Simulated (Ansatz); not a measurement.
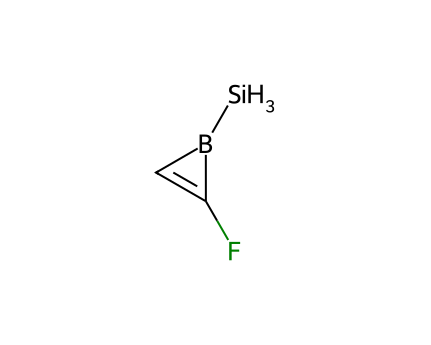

A structural formula.

**Give its SMILES.**

FC1=CB1[SiH3]

**Give the formula, hydrogens included.**

C2H4BFSi.

**An optimisation with PBE0-D4/def2-TZVP gave a structure of which point group?**

C1.

The parts below concern this one geometry. Atoms keep their numbers from picture to picture. The computed structure is the end point of a PBE0-D4/def2-TZVP optimisation.

**Geometry**

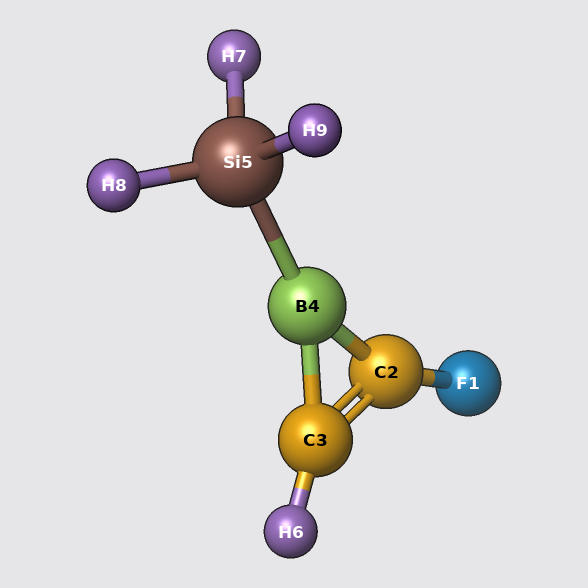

List the bonds and their lengths.

```json
{"bond": "F1–C2", "length (Å)": "1.310", "order": "single"}
{"bond": "C2–C3", "length (Å)": "1.329", "order": "double"}
{"bond": "C2–B4", "length (Å)": "1.462", "order": "single"}
{"bond": "C3–B4", "length (Å)": "1.496", "order": "single"}
{"bond": "C3–H6", "length (Å)": "1.080", "order": "single"}
{"bond": "B4–Si5", "length (Å)": "1.988", "order": "single"}
{"bond": "Si5–H7", "length (Å)": "1.487", "order": "single"}
{"bond": "Si5–H8", "length (Å)": "1.487", "order": "single"}
{"bond": "Si5–H9", "length (Å)": "1.489", "order": "single"}
```

**Electronic properties**

Method: RKS ωB97M-V/def2-TZVPP (Ansatz 0.2.0).

Predict the main results.

- dipole moment: 1.23 D
- HOMO energy (Kohn–Sham orbital): −10.58 eV
- LUMO energy (Kohn–Sham orbital): 1.13 eV
- HOMO–LUMO gap: 11.71 eV

**Vibrations**

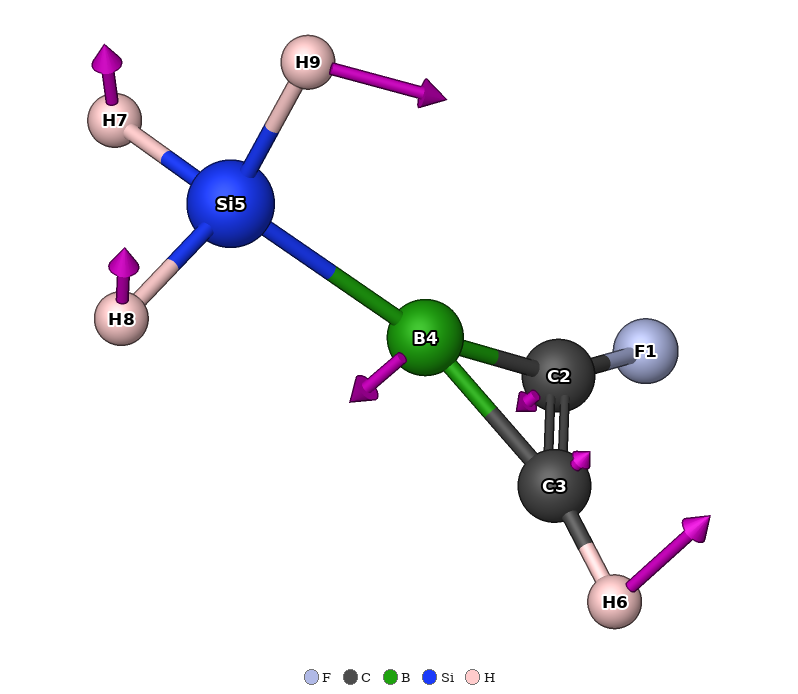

The arrows show one normal mode. Harmonic vibrations computed with RKS PBE0-D4/def2-TZVP (Ansatz 0.2.0) at a stationary point of the same level.

**Describe the motion.**

A torsion or out-of-plane motion in which bond lengths and bond angles hardly change.

**At what wavenumber does it lie?**

200 cm⁻¹; it is mode 3 of 21 counted from the lowest.

**Charges**

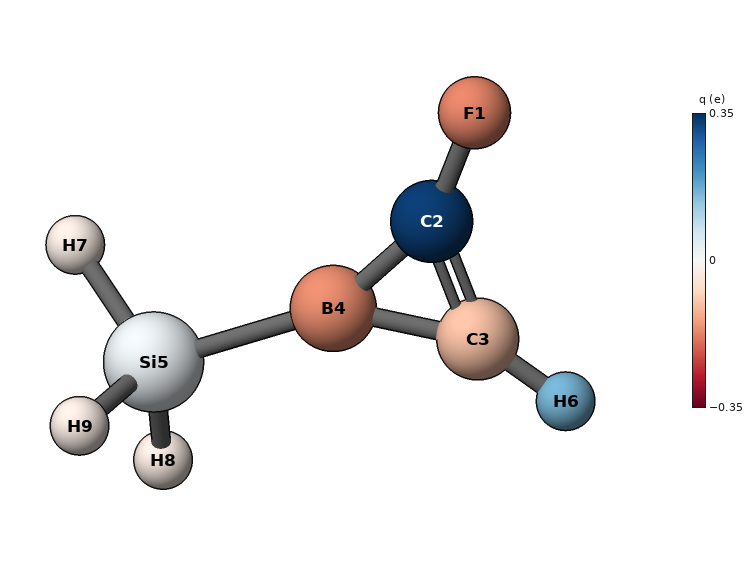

Atoms are coloured by their Mulliken charges. Properties computed with RKS ωB97M-V/def2-TZVPP (Ansatz 0.2.0).

List the Mulliken charges.

| atom | value (e) |
| --- | --- |
| F1 | −0.17 |
| C2 | 0.33 |
| C3 | −0.10 |
| B4 | −0.16 |
| Si5 | 0.02 |
| H6 | 0.16 |
| H7 | −0.03 |
| H8 | −0.03 |
| H9 | −0.02 |

Mulliken values depend strongly on the basis set and can even reverse the polarity of a bond.
